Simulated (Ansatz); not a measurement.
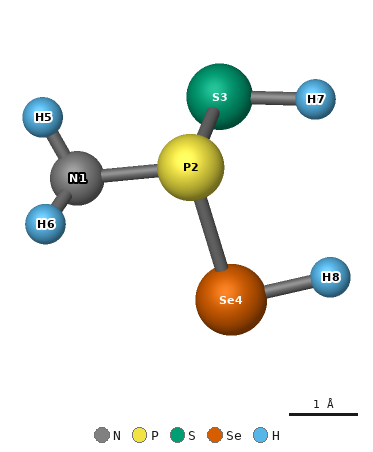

This is the input geometry for a relaxation of PNH4SeS (coarse preliminary run). Style: ball-and-stick. Shown at a tilt.

The start comes from a force field.

Level of theory: RKS PBE-D4/def2-SVP (Ansatz 0.2.0).

The input:
```yaml
crystal:
  periodic: [false, false, false]
  atoms:
    - {symbol: N, position_ang: [-0.669300, 1.314900, -0.510100]}
    - {symbol: P, position_ang: [0.129100, 0.288400, 0.643200]}
    - {symbol: S, position_ang: [1.605700, -0.313600, -0.792300]}
    - {symbol: Se, position_ang: [-1.140300, -1.499000, 0.219500]}
    - {symbol: H, position_ang: [-0.142200, 2.221200, -0.626800]}
    - {symbol: H, position_ang: [-1.617400, 1.657300, -0.073100]}
    - {symbol: H, position_ang: [2.150100, -1.316300, 0.085000]}
    - {symbol: H, position_ang: [-0.223500, -2.410000, 0.998700]}
basis:
  gaussian: {orbitals: def2-SVP}
hamiltonian: {xc: pbe, dispersion: d4}
relax: {f_tol: 0.03, max_steps: 200}
```

Question: Where does the relaxation end?

Answer: Over 8 accepted moves (9 points after the start) the energy falls by 0.676 eV. The largest force component goes from 2.1 to 0.021 eV/Å. The line search rejected the trial step at point 6 of the run. H8 moves most after the best rigid fit: 0.95 Å. Largest moves by element: H 0.95 Å, P 0.36 Å, Se 0.31 Å, S 0.30 Å, N 0.15 Å. Among the contacts that change: P2–Se4 2.233 → 2.324 Å, S3–H7 1.439 → 1.363 Å, N1–H6 1.099 → 1.028 Å, N1–H5 1.055 → 1.028 Å. Among the angles between lasting bonds that change: S3–P2–Se4 92.3° → 107.6°, H5–N1–H6 102.0° → 110.0°, P2–N1–H6 108.5° → 111.2°. Groups turn about P2–Se4 by about 40°, P2–S3 by about 35°.

The structure at the end:

```xyz
8

N    -0.6241    1.2155   -0.4093
P     0.2352   -0.0156    0.4907
S     1.7772   -0.2347   -1.0233
Se   -1.3795   -1.6381    0.0911
H    -0.0427    2.0518   -0.5501
H    -1.5027    1.4736    0.0583
H     2.7099   -0.6067   -0.1013
H    -1.0810   -2.3029    1.3880
```

The end point in the same view:

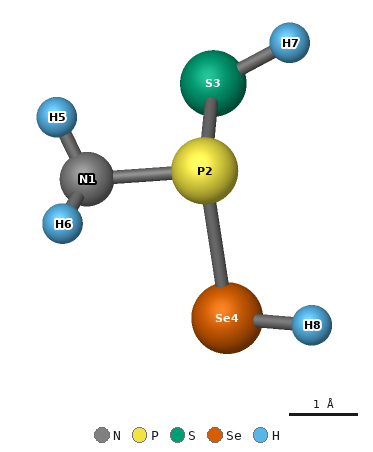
